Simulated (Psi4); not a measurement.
# HCl (hydrogen chloride): HF/pcseg-1

What is the vertical electron affinity of HCl (hydrogen chloride) at HF/pcseg-1? 

Program for the calculation: Psi4 1.11.

### Step 1. The system as given

HCl: 2 atoms, total charge 0, spin state singlet. As SMILES, `Cl`. Geometry: relaxed at PBE0-D4/def2-TZVP.

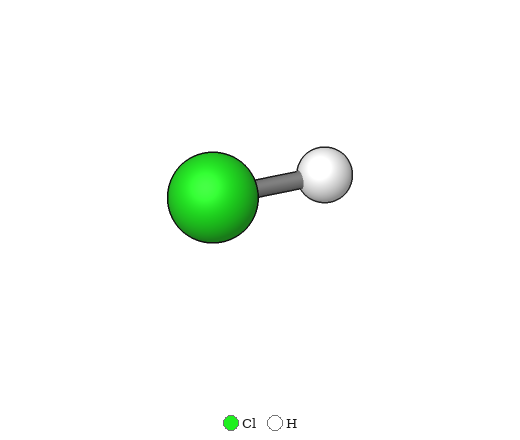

The structure, seen from a chosen angle (chlorine green, hydrogen white).

### Step 2. The energy at HF/pcseg-1

calc.py reads:

```python
import psi4

psi4.set_memory(1600000000)
psi4.set_num_threads(1)
psi4.core.set_output_file('run.log', False)

geom = psi4.geometry("""
Cl     1.03179046    -0.33731611     0.53063510
H     -1.03179046     0.33731611    -0.53063510
units au
symmetry c1
""")

psi4.set_options(dict(puream=True, scf_type='pk'))

energy_value, wavefunction = psi4.energy('hf/pcseg-1', return_wfn=True)
print(f'hf/pcseg-1 energy: {energy_value:.10f} Eh')
```

Launch:

```sh
$ python calc.py
```

run.log, cut to the lines that bear on the results:

```text
[...]
  Running in c1 symmetry.
[...]
  Nuclear repulsion =    7.034776967508856
[...]
  Multiplicity = 1
[...]
  Nalpha       = 9
  Nbeta        = 9
[...]
    Number of basis functions: 23
[...]
   @RHF iter   1:  -460.03206036742722   -1.49097e-01   7.01269e-03 DIIS/ADIIS
[...]
   @RHF iter   7:  -460.05273762977822   -5.75511e-09   4.82534e-07 DIIS
[...]
    Orbital Energies [Eh]
    ---------------------
    Doubly Occupied:
       1A   -104.816996     2A    -10.557916     3A     -8.038161
       4A     -8.034498     5A     -8.034498     6A     -1.115148
       7A     -0.627214     8A     -0.477906     9A     -0.477906
[...]
  @RHF Final Energy:  -460.05273762977822
   => Energetics <=
    Nuclear Repulsion Energy =              7.0347769675088561
    One-Electron Energy =                -649.8145484108547407
    Two-Electron Energy =                 182.7270338135676582
    Total Energy =                       -460.0527376297782212
[...]
 Multipole Moments:
 ------------------------------------------------------------------------------------
     Multipole            Electronic (a.u.)      Nuclear  (a.u.)        Total (a.u.)
 ------------------------------------------------------------------------------------
 L = 1.  Multiply by 2.5417464519 to convert [e a0] to [Debye]
 Dipole X            :         -0.0000000           -0.0000000           -0.0000000
 Dipole Y            :          0.0000000           -0.0000000            0.0000000
 Dipole Z            :          0.6071413           -1.1980385           -0.5908972
 Magnitude           :                                                    0.5908972
[...]
```

The script printed:

```text
hf/pcseg-1 energy: -460.0527376298 Eh
```

Run time: 2.8 s. Hardware: 1 thread of AMD EPYC 7B13 (Zen 3), shared host; peak memory 0.19 GiB.

### Step 3. The doublet anion

run.py reads:

```python
import psi4

psi4.set_memory('1600 MB')
psi4.set_num_threads(1)
psi4.core.set_output_file('run.log', False)

geom = psi4.geometry("""
-1 2
Cl     1.03179046    -0.33731611     0.53063510
H     -1.03179046     0.33731611    -0.53063510
units bohr
symmetry c1
""")

options = {'reference': 'uhf', 'puream': True, 'scf_type': 'pk', 'maxiter': 100}
psi4.set_options(options)

energy_value = psi4.energy('hf/pcseg-1')
print('E =', round(energy_value, 9))
```

Launch:

```sh
$ python run.py
```

run.log, cut to the lines that bear on the results:

```text
[...]
  Running in c1 symmetry.
[...]
  Nuclear repulsion =    7.034776967508856
[...]
  Multiplicity = 2
[...]
  Nalpha       = 10
  Nbeta        = 9
[...]
    Number of basis functions: 23
[...]
   @UHF iter   1:  -459.91396286477254   -3.09994e-02   8.43453e-03 ADIIS/DIIS
[...]
   @UHF iter   9:  -459.94363662328135   -1.11390e-09   2.71643e-07 DIIS
[...]
   @S^2 Observed:                7.525519458E-01
[...]
    Orbital Energies [Eh]
    ---------------------
    Alpha Occupied:
       1A   -104.532520     2A    -10.276409     3A     -7.757310
       4A     -7.751568     5A     -7.751568     6A     -0.852445
       7A     -0.368511     8A     -0.218214     9A     -0.218214
      10A      0.094243
    Alpha Virtual:
      11A      0.676926    12A      0.760149    13A      0.760149
      14A      0.798761    15A      1.019166    16A      1.183621
      17A      1.183621    18A      1.235856    19A      1.235856
      20A      1.579795    21A      2.498903    22A      2.498903
      23A      3.218111
[...]
  @UHF Final Energy:  -459.94363662328135
   => Energetics <=
    Nuclear Repulsion Energy =              7.0347769675088561
    One-Electron Energy =                -654.7073704466858999
    Two-Electron Energy =                 187.7289568558957455
    Total Energy =                       -459.9436366232813498
  UHF NO Occupations:
  HONO-2 :    8  A 1.9998686
  HONO-1 :    9  A 1.9989956
  HONO-0 :   10  A 1.0000000
  LUNO+0 :   11  A 0.0010044
  LUNO+1 :   12  A 0.0001314
[...]
 Multipole Moments:
 ------------------------------------------------------------------------------------
     Multipole            Electronic (a.u.)      Nuclear  (a.u.)        Total (a.u.)
 ------------------------------------------------------------------------------------
 L = 1.  Multiply by 2.5417464519 to convert [e a0] to [Debye]
 Dipole X            :         -0.0000000           -0.0000000           -0.0000000
 Dipole Y            :         -0.0000000           -0.0000000           -0.0000000
 Dipole Z            :          2.4648579           -1.1980385            1.2668194
 Magnitude           :                                                    1.2668194
[...]
```

Standard output:

```text
E = -459.943636623
```

Wall time 2.9 s (1 thread of AMD EPYC 7B13 (Zen 3), shared host); peak memory 0.19 GiB.

### Step 4. Summary of results

Level: HF/pcseg-1.

| quantity | value |
| --- | --- |
| singlet HCl: total energy | -460.05274 Eh |
| singlet HCl: dipole moment | 1.50 D |
| singlet HCl: HOMO energy | -13.00 eV |
| singlet HCl: LUMO energy | 3.35 eV |
| singlet HCl: HOMO–LUMO gap | 16.35 eV |
| doublet anion: total energy | -459.94364 Eh |
| doublet anion: HOMO energy (highest over α and β) | 2.56 eV |
| doublet anion: LUMO energy (lowest over α and β) | 11.45 eV |
| doublet anion: ⟨S²⟩ | 0.753 |
| vertical electron affinity (to the doublet anion) | -2.969 eV |

The anion lies 2.97 eV (286 kJ/mol) above the neutral: the electron isn't bound at this level, and such a value depends on the basis. Without diffuse functions anions come out too high. Hartree–Fock misses the correlation that binds many anions. The HOMO (doublet anion) lies at positive energy, 2.56 eV: the electron is unbound at this level or held by a compact basis; values depend on the basis.
